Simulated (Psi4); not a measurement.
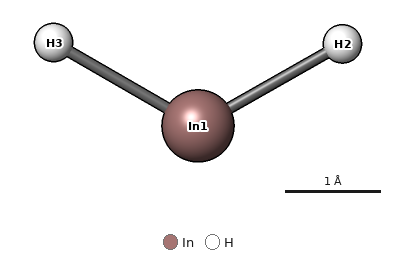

Fig. 1: The structure as given in the input (ball-and-stick view, seen on its broad side; atoms are numbered from 1 in the order of the input). Sticks mark near contacts.

# Geometry relaxation of InH2 (part 1 of 3)

The run: geometry relaxation of InH2, multiplicity 2, SMILES [InH2]. Method and program: B97-3c/def2-mTZVP, UKS, core potentials def2 (Psi4 1.11).

The geometry comes from this level: PBE0-D4/def2-TZVP.

**Input file (h2in.inp)**
```
memory 1600 mb

molecule mol {
  0 2
  In
  H 1 R2
  H 1 R3 2 A3

  R2 = 1.758154
  R3 = 1.758274
  A3 = 120.56852
  symmetry c1
}

set reference uks
set geom_maxiter 60

result, w = optimize('b97-3c', return_wfn=True)
```

Run on 1 thread of Intel Xeon (Granite Rapids), 64 GiB of memory available, shared host.

Run as:
```bash
psi4 h2in.inp h2in.out -n 1
```

**The program's output**
```
Psi4 1.11 release

gradient() will perform analytic gradient computation.

   => Loading Basis Set <=

    Name: DEF2-MTZVP
    Role: ORBITAL
    Keyword: BASIS

    !!!  WARNING: ECP capability is in beta. Please check occupations closely.  !!!

   => B973C: Empirical Dispersion <=

        s6 =       1.000000
        s8 =       1.500000
        a1 =       0.370000
        a2 =       4.100000
        s9 =       1.000000

         ---------------------------------------------------------
                                   SCF
                              UKS Reference
                        1 Threads,   1525 MiB Core
         ---------------------------------------------------------

  ==> Geometry <==

    Molecular point group: c1
    Full point group: Cs

    Geometry (in Angstrom), charge = 0, multiplicity = 2:

       Center              X                  Y                   Z               Mass
    ------------   -----------------  -----------------  -----------------  -----------------
         IN           0.013049644323     0.007447103343     0.000000000000   114.903878776000
         H            0.013049644323    -1.750706896657     0.000000000000     1.007825032230
         H           -1.500862212384     0.901649736530     0.000000000000     1.007825032230

  Running in c1 symmetry.

  Rotational constants: A =     11.20359  B =      3.58676  C =      2.71695 [cm^-1]
  Rotational constants: A = 335875.17095  B = 107528.49727  C =  81452.08304 [MHz]
  Nuclear repulsion =   12.814193602105320

  Charge       = 0
  Multiplicity = 2
  Electrons    = 23
  Nalpha       = 12
  Nbeta        = 11

  ==> Algorithm <==

  SCF Algorithm Type is DF.
  DIIS enabled.
  MOM disabled.
  Fractional occupation disabled.
  Guess Type is SAD.
  Energy threshold   = 1.00e-08
  Density threshold  = 1.00e-08
  Integral threshold = 1.00e-12

  ==> Primary Basis <==

  Basis Set: DEF2-MTZVP
    Blend: DEF2-MTZVP
    Number of shells: 20
    Number of basis functions: 42
    Number of Cartesian functions: 45
    Spherical Harmonics?: true
    Max angular momentum: 2

  Core potential: DEF2-MTZVP
    Number of shells: 4
    Number of ECP primitives: 18
    Number of ECP core electrons: 28
    Max angular momentum: 3

  ==> DFT Potential <==

   => LibXC <=

    Version 7.1.2

   => Composite Functional: B973C <=

    Deriv               =              1
    GGA                 =           TRUE
    Meta                =          FALSE

    Exchange Hybrid     =          FALSE
    MP2 Hybrid          =          FALSE

   => Exchange-Correlation Functionals <=

   => LibXC Density Thresholds  <==

    XC_GGA_XC_B97_3C:  1.00E-14

   => Molecular Quadrature <=

    Radial Scheme          =       TREUTLER
    Pruning Scheme         =           NONE
    Nuclear Scheme         =       TREUTLER

    Blocking Scheme        =         OCTREE
    BS radius alpha        =              1
    Pruning alpha          =              1
    Radial Points          =             75
    Spherical Points       =            302
    Total Points           =          65843
    Total Blocks           =            556
    Max Points             =            253
    Max Functions          =             42
    Weights Tolerance      =       1.00E-15

   => Loading Basis Set <=

    Name: (DEF2-MTZVP AUX)
    Role: JKFIT
    Keyword: DF_BASIS_SCF

  ==> Integral Setup <==

  DFHelper Memory: AOs need 0.004 GiB; user supplied 1.047 GiB.
  SCF_SUBTYPE=INCORE selected. In-core MEM_DF algorithm will be used.
  Using in-core AOs.

  ==> MemDFJK: Density-Fitted J/K Matrices <==

    J tasked:                   Yes
    K tasked:                    No
    wK tasked:                   No
    Memory [MiB]:              1072
    Algorithm:                 Core
    Schwarz Cutoff:           1E-12
    Mask sparsity (%):       0.0000
    Fitting Condition:        1E-10

   => Auxiliary Basis Set <=

  Basis Set: (DEF2-MTZVP AUX)
    Blend: DEF2-UNIVERSAL-JKFIT
    Number of shells: 58
    Number of basis functions: 254
    Number of Cartesian functions: 349
    Spherical Harmonics?: true
    Max angular momentum: 5

  Cached 100.0% of DFT collocation blocks in 0.071 [GiB].

  Minimum eigenvalue in the overlap matrix is 2.9176798480E-03.
  Reciprocal condition number of the overlap matrix is 7.0925493063E-04.
    Using symmetric orthogonalization.

  ==> Pre-Iterations <==

  SCF Guess: Superposition of Atomic Densities via on-the-fly atomic UHF (no occupation information).

   -------------------------
    Irrep   Nso     Nmo
   -------------------------
     A         42      42
   -------------------------
    Total      42      42
   -------------------------

  ==> Iterations <==

                           Total Energy        Delta E     RMS |[F,P]|

   @DF-UKS iter SAD:  -190.77761640325662   -1.90778e+02   0.00000e+00
   @DF-UKS iter   1:  -191.47837273119441   -7.00756e-01   1.34768e-02 DIIS/ADIIS
   @DF-UKS iter   2:  -191.43799983843931    4.03729e-02   1.81612e-02 DIIS/ADIIS
   @DF-UKS iter   3:  -191.62234637279124   -1.84347e-01   6.93103e-04 DIIS/ADIIS
   @DF-UKS iter   4:  -191.62302316868994   -6.76796e-04   4.19049e-04 DIIS/ADIIS
   @DF-UKS iter   5:  -191.62335634641821   -3.33178e-04   8.09864e-05 DIIS
   @DF-UKS iter   6:  -191.62337134287833   -1.49965e-05   1.30346e-05 DIIS
   @DF-UKS iter   7:  -191.62337158614699   -2.43269e-07   8.16565e-06 DIIS
   @DF-UKS iter   8:  -191.62337172755477   -1.41408e-07   2.58436e-06 DIIS
   @DF-UKS iter   9:  -191.62337174299361   -1.54388e-08   3.15880e-07 DIIS
   @DF-UKS iter  10:  -191.62337174320015   -2.06541e-10   4.52576e-08 DIIS
   @DF-UKS iter  11:  -191.62337174320461   -4.46221e-12   7.98755e-09 DIIS
  Energy and wave function converged.

  ==> Post-Iterations <==

   Electrons on quadrature grid:
      Nalpha   =   11.9999996798 ; deviation = -3.202e-07
      Nbeta    =   10.9999997506 ; deviation = -2.494e-07
      Ntotal   =   22.9999994304 ; deviation = -5.696e-07

   @Spin Contamination Metric:   2.237040591E-03
   @S^2 Expected:                7.500000000E-01
   @S^2 Observed:                7.522370406E-01
   @S   Expected:                5.000000000E-01
   @S   Observed:                5.000000000E-01

    Orbital Energies [Eh]
    ---------------------

    Alpha Occupied:

       1A     -4.494248     2A     -2.940870     3A     -2.931518
       4A     -2.928430     5A     -0.703371     6A     -0.698979
       7A     -0.696478     8A     -0.695905     9A     -0.691712
      10A     -0.378434    11A     -0.265266    12A     -0.161345

    Alpha Virtual:

      13A     -0.093142    14A      0.007583    15A      0.033286
      16A      0.059444    17A      0.064192    18A      0.068806
      19A      0.127526    20A      0.142859    21A      0.146558
      22A      0.150026    23A      0.251237    24A      0.265638
      25A      0.329850    26A      0.376476    27A      0.487273
      28A      0.488769    29A      0.501566    30A      0.908390
      31A      0.908737    32A      0.909369    33A      0.989996
      34A      1.021441    35A      2.314105    36A      2.347680
      37A      2.462494    38A     37.450637    39A     38.788250
      40A     38.804374    41A     38.838155    42A    125.023056

    Beta Occupied:

       1A     -4.493850     2A     -2.940475     3A     -2.930882
       4A     -2.928379     5A     -0.700826     6A     -0.695632
       7A     -0.694562     8A     -0.692146     9A     -0.688147
      10A     -0.364342    11A     -0.249335

    Beta Virtual:

      12A     -0.148652    13A     -0.093647    14A      0.011616
      15A      0.037800    16A      0.079869    17A      0.086872
      18A      0.104582    19A      0.122863    20A      0.124919
      21A      0.133055    22A      0.141630    23A      0.236889
      24A      0.264439    25A      0.335555    26A      0.377297
      27A      0.486454    28A      0.488818    29A      0.503558
      30A      0.917035    31A      0.924079    32A      0.925442
      33A      1.000259    34A      1.038924    35A      2.332488
      36A      2.366337    37A      2.469503    38A     37.451868
      39A     38.789803    40A     38.806691    41A     38.838105
      42A    125.023889

    Final Occupation by Irrep:
              A
    DOCC [    11 ]
    SOCC [     1 ]
    NA   [    12 ]
    NB   [    11 ]

  @DF-UKS Final Energy:  -191.62337174320461

   => Energetics <=

    Nuclear Repulsion Energy =             12.8141936021053198
    One-Electron Energy =                -361.5991364980696972
    Two-Electron Energy =                 174.9354181978388283
    DFT Exchange-Correlation Energy =     -17.7684186571176248
    Empirical Dispersion Energy =          -0.0054283879614537
    VV10 Nonlocal Energy =                  0.0000000000000000
    Total Energy =                       -191.6233717432046149

  UHF NO Occupations:
  HONO-2 :   10  A 1.9996388
  HONO-1 :   11  A 1.9993962
  HONO-0 :   12  A 1.0000000
  LUNO+0 :   13  A 0.0006038
  LUNO+1 :   14  A 0.0003612
  LUNO+2 :   15  A 0.0000607
  LUNO+3 :   16  A 0.0000573

Computation Completed

Properties will be evaluated at   0.000000,   0.000000,   0.000000 [a0]

Properties computed using the SCF density matrix

 Multipole Moments:

 ------------------------------------------------------------------------------------
     Multipole            Electronic (a.u.)      Nuclear  (a.u.)        Total (a.u.)
 ------------------------------------------------------------------------------------

 L = 1.  Multiply by 2.5417464519 to convert [e a0] to [Debye]
 Dipole X            :          2.4258585           -2.2936929            0.1321656
 Dipole Y            :          1.3842523           -1.3089528            0.0752995
 Dipole Z            :          0.0000003            0.0000000            0.0000003
 Magnitude           :                                                    0.1521110

 ------------------------------------------------------------------------------------

	total time  =          3 seconds =       0.05 minutes

         ------------------------------------------------------------
                                   SCF GRAD
         ------------------------------------------------------------

  ==> Geometry <==

    Molecular point group: c1
    Full point group: Cs

    Geometry (in Angstrom), charge = 0, multiplicity = 2:

       Center              X                  Y                   Z               Mass
    ------------   -----------------  -----------------  -----------------  -----------------
         IN           0.013049644323     0.007447103343     0.000000000000   114.903878776000
         H            0.013049644323    -1.750706896657     0.000000000000     1.007825032230
         H           -1.500862212384     0.901649736530     0.000000000000     1.007825032230

  Nuclear repulsion =   12.814193602105320

  ==> Basis Set <==

  Basis Set: DEF2-MTZVP
    Blend: DEF2-MTZVP
    Number of shells: 20
    Number of basis functions: 42
    Number of Cartesian functions: 45
    Spherical Harmonics?: true
    Max angular momentum: 2

  Core potential: DEF2-MTZVP
    Number of shells: 4
    Number of ECP primitives: 18
    Number of ECP core electrons: 28
    Max angular momentum: 3

  ==> DFJKGrad: Density-Fitted SCF Gradients <==

    Gradient:                    1
    J tasked:                  Yes
    K tasked:                   No
    wK tasked:                  No
    Integrals threads:           1
    Memory [MiB]:             1144
    Schwarz Cutoff:          1E-12
    Fitting Condition:       1E-10

   => Auxiliary Basis Set <=

  Basis Set: (DEF2-MTZVP AUX)
    Blend: DEF2-UNIVERSAL-JKFIT
    Number of shells: 58
    Number of basis functions: 254
    Number of Cartesian functions: 349
    Spherical Harmonics?: true
    Max angular momentum: 5

   => Molecular Quadrature <=

    Radial Scheme          =       TREUTLER
    Pruning Scheme         =           NONE
    Nuclear Scheme         =       TREUTLER

    Blocking Scheme        =         OCTREE
    BS radius alpha        =              1
    Pruning alpha          =              1
    Radial Points          =             75
    Spherical Points       =            302
    Total Points           =          65843
    Total Blocks           =            556
    Max Points             =            253
    Max Functions          =             42
    Weights Tolerance      =       1.00E-15

  -Total Gradient:
     Atom            X                  Y                   Z
    ------   -----------------  -----------------  -----------------
       1       -0.003943822709    -0.002274059017     0.000000002346
       2        0.000438204960     0.003698394475    -0.000000001159
       3        0.003387438530    -0.001491914177    -0.000000001158

	total time  =          0 seconds =       0.00 minutes

    			-----------------------------------------

    			 OPTKING 3.0: for geometry optimizations

    			        with contributions from

    			-----------------------------------------

	                            ===> Fragment 1 <==

	 Z (Atomic Numbers)          Masses                          Geom
	      49.000000            114.903879         0.02466025  0.01407299  0.00000000
	       1.000000             1.007825          0.02466025 -3.30835656  0.00000000
	       1.000000             1.007825         -2.83621853  1.70387106  0.00000000

	 - Coordinate -           - BOHR/RAD -       - ANG/DEG -
	 R(1,2)           =         3.322430           1.758154
	 R(1,3)           =         3.322656           1.758274
	 B(2,1,3)         =         2.104318         120.568520

	        --- Internal Coordinate Step in ANG or DEG, aJ/ANG or AJ/DEG ---
	-------------------------------------------------------------------------------
	           Coordinate      Previous         Force          Change          New
	           ----------      --------        ------          ------        ------
	               R(1,2)       1.75815        0.03066        0.02136       1.77951
	               R(1,3)       1.75827        0.03047        0.02123       1.77950
	             B(2,1,3)     120.56852       -0.00012       -0.56713     120.00139
	-------------------------------------------------------------------------------

	                                 ==> Convergence Check <==

	Measures of convergence in internal coordinates in au.

	Criteria marked as inactive (o), active & met (*), and active & unmet ( ).

	----------------------------------------------------------------------------------------------~
	   Step    Total Energy     Delta E     Max Force     RMS Force      Max Disp      RMS Disp   ~
	----------------------------------------------------------------------------------------------~
	  Convergence Criteria     1.00e-06 *    3.00e-04 *             o    1.20e-03 *             o~
	----------------------------------------------------------------------------------------------~
	     1    -191.62337174   -1.92e+02      3.72e-03      3.16e-03 o    4.04e-02      3.33e-02 o  ~
	----------------------------------------------------------------------------------------------

Next Geometry in Ang
	Fragment 1 (Ang)

	   In   0.0235618192   0.0134977241   0.0000000000
	    H   0.0147766529  -1.7659923037   0.0000000000
	    H  -1.5131013959   0.9108845228   0.0000000000

    Structure for next step:
    Molecular point group: c1
    Full point group: Cs

    Geometry (in Angstrom), charge = 0, multiplicity = 2:
```
